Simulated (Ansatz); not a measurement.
# SiP+ (triplet): trial inputs and their diagnosis

3 inputs are run for SiP+ (triplet) as typed; the log has to tell whether the result can be used and what must change.

Method: the settings change from run to run; program: Ansatz 0.2.0, Gaussian basis.

16 further runs of the same task are left out: 5 that didn't finish, 11 set aside as unsound or not needed.

### Step 1. The system

The geometry is a PBE0/def2-TZVP stationary point (not a proven minimum) of the parent state, kept for this charge and spin.

2 atoms, charge 1, spin multiplicity 3.

Atoms are counted from 1 here; the program's logs count them from 0.

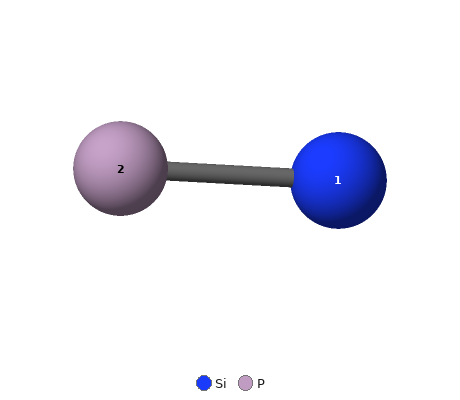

The geometry (silicon blue, phosphorus pink); atoms are numbered from 1 in the order of the file.

### Step 2. Input 1

in.yaml reads:

```yaml
crystal:
  periodic: [false, false, false]
  atoms:
    - {symbol: Si, position_ang: [0.050000, 0.300000, 2.343000]}
    - {symbol: P, position_ang: [0.000000, 0.000000, 2.343000]}
basis:
  gaussian: {orbitals: 6-31G}
total_charge: 1
magnetization: {spin_polarized: true, initial_magnetization: 2}
correlation: {method: mp2, electrons: valence}
```

Started as:

```sh
$ ansatz run in.yaml --threads 1 --pin off --events-out ev --progress --plain --max-ram 2393MiB
```

The log of the run:

```text
Functional definition: HF
  name "HF"
  cite "Fock, Z. Phys. 61, 126 (1930) doi:10.1007/BF01340294"
  parent pbe
  exchange = exact_x
  correlation = 0
299 factors; integrals over basis functions are off by at most 3.9e-5 eV
mean field evaluation 1: about -14904.7027 eV, gradient 5.6e1 eV
mean field evaluation 2: about -14905.7126 eV, gradient 5.6e1 eV
mean field evaluation 4: about -14911.6004 eV, gradient 5.7e-1 eV
mean field evaluation 8: about -14911.6052 eV, gradient 1.7e-4 eV
mean field evaluation 16: about -14911.6052 eV, gradient 3.3e-5 eV
a density is far from that of the atoms, so the factors are made again for it
326 factors; integrals over basis functions are off by at most 3.9e-5 eV
mean field evaluation 32: about -14911.5259 eV, gradient 3.9e0 eV
mean field -14911.60551188 eV, -547.9913951123 hartree, gradient 1.2e-6 eV, S^2 2.002427; 3 other end points of the search recorded, 0 dependent functions left out
10 core orbitals not correlated: weight in the atoms' cores, before any rotation towards them, 0.044 or more for the frozen orbitals, at most 0.025 for the correlated occupied ones
reference -14911.60551188 eV, -547.9913951123 hartree; 5, 3 occupied and 11, 13 virtual orbitals, 326 factors
second order -0.33399262 eV of doubles, -0.00000000 eV of singles
Total energy: -14911.93950449 eV, -548.0036691145 hartree
```

It took 0.6 s on 1 thread of Intel Xeon Platinum 8259CL at 2.50GHz, shared host.

**Diagnosis.** The run converged, which proves nothing about the input. One atom lies on top of another. The shortest distance is 0.30 Å, against 2.34 Å in the geometry of step 1. Its energy belongs to another geometry. Fix: restore its position.

### Step 3. Input 2

in.yaml reads:

```yaml
crystal:
  periodic: [false, false, false]
  atoms:
    - {symbol: Si, position_ang: [0.000000, 0.000000, 0.000000]}
    - {symbol: P, position_ang: [0.000000, 0.000000, 2.343000]}
basis:
  gaussian: {orbitals: pcseg-2}
total_charge: 1
magnetization: {spin_polarized: false, initial_magnetization: 2}
correlation: {active_space: {window: {electrons: 2, orbitals: 1}}}
scf: {lower_state_search: off}
```

The command is unchanged.

The log of the run:

```text
Functional definition: HF
  name "HF"
  cite "Fock, Z. Phys. 61, 126 (1930) doi:10.1007/BF01340294"
  parent pbe
  exchange = exact_x
  correlation = 0
these checks for a lower state are left out or cut short: stability, starts, cluster_reference, orbital_swaps, neighbouring_geometries, increment
438 factors; integrals over basis functions are off by at most 9.1e-4 eV
mean field evaluation 1: about -17121.3198 eV, gradient 1.7e1 eV
mean field evaluation 2: about -17121.4178 eV, gradient 1.7e1 eV
mean field evaluation 4: about -17123.1682 eV, gradient 1.9e0 eV
mean field evaluation 8: about -17123.2624 eV, gradient 7.9e-1 eV
mean field evaluation 16: about -17123.3002 eV, gradient 2.7e-5 eV
mean field evaluation 32: about -17123.3002 eV, gradient 3.8e-5 eV
mean field -17123.30022404 eV, -629.2696766436 hartree, gradient 9.6e-6 eV, S^2 2.000000; 0 other end points of the search recorded, 0 dependent functions left out
reference -17123.30022404 eV, -629.2696766436 hartree; 15, 13 occupied and 53, 55 virtual orbitals, 438 factors
Error: 2 electrons in 1 orbitals form no window around the highest filled level of the reference
```

Run time: 0.57 s. Hardware: 1 thread of Intel Xeon Platinum 8259CL at 2.50GHz, shared host.

**Diagnosis.** The run stopped with an error. The active window can't be built from these electrons and orbitals. Fix: choose counts that fit the spin, the electrons and the basis.

### Step 4. Input 3

in.yaml reads:

```yaml
crystal:
  periodic: [false, false, false]
  atoms:
    - {symbol: Si, position_ang: [0.000000, 0.000000, 0.000000]}
    - {symbol: P, position_ang: [0.000000, 0.000000, 2.343000]}
basis:
  gaussian: {orbitals: STO-3G}
total_charge: 1
magnetization: {spin_polarized: false, initial_magnetization: 2}
correlation: {method: sc_nevpt2, electrons: all, active_space: {window: {electrons: 4, orbitals: 4}, states: [{multiplicity: 3, weights: [1, 1]}], root: 2}}
```

Same command.

The log of the run:

```text
Error: the active space averages no state 2, counted from zero
```

It took 0.03 s on 1 thread of Intel Xeon Platinum 8259CL at 2.50GHz, shared host.

**Diagnosis.** The run was refused. The root asked for lies beyond the states averaged. Cure: average more states or name a lower root.

### Step 5. Summary

```csv
input,level,ended,cause,time
1,MP2 on UHF/6-31G,converged,one atom lies on top of another,0.6 s
2,"CASSCF(2,1)/pcseg-2",stopped by an error,the active window can't be built from these electrons and orbitals,0.57 s
3,"NEVPT2(4,4)/STO-3G",refused,the root asked for lies beyond the states averaged,0.03 s
```

1 converged, 1 stopped by an error, 1 refused. The input that converges on a wrong geometry or spin is the dangerous one: no error points at it, so geometry and ⟨S²⟩ have to be checked.
